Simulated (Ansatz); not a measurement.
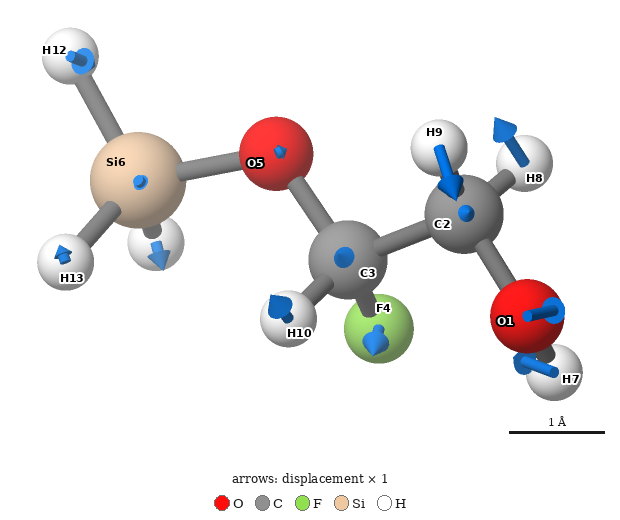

A relaxation of C2H7FO2Si. The starting structure is drawn; blue arrows show the displacements, at their true length. The two geometries are superimposed by the best rigid fit.

The picture is a ball-and-stick view, seen at a tilt.

The run prepares the start of a later molecular dynamics calculation, from a guessed geometry.

All numbers below come from RKS B3LYP-D4/STO-3G (Ansatz 0.2.0). Set-up: no spin polarisation; force threshold 0.02 eV/Å; at most 40 steps.

**Describe the change and its energy.**

The atom that moves furthest after the best rigid fit is an H atom (0.82 Å). Largest moves by element: H 0.82 Å, O 0.80 Å, F 0.48 Å, C 0.27 Å, Si 0.15 Å. Some distances before and after: C–F 1.292 → 1.441 Å, O–Si 1.635 → 1.732 Å, C–O 1.376 → 1.460 Å, C–C 1.521 → 1.602 Å. Among the angles between lasting bonds that change: C–O–H 108.6° → 97.2°, C–C–F 111.7° → 104.5°, C–O–Si 118.4° → 112.4°. Groups turn about C–C by about 50°, C–O by about 50°. Over 15 accepted moves (16 points after the start) the energy falls by 31.4 kcal/mol. The largest force component goes from 5.8 to 0.015 eV/Å. The line search rejected the trial step at point 8 of the run. Cost: 43 s on 1 thread of Intel(R) Xeon(R) Platinum 8488C (Sapphire Rapids), on a shared host, peak memory 0.17 GiB.

Limits of the set-up: STO-3G is a minimal basis, so the numbers are rough.
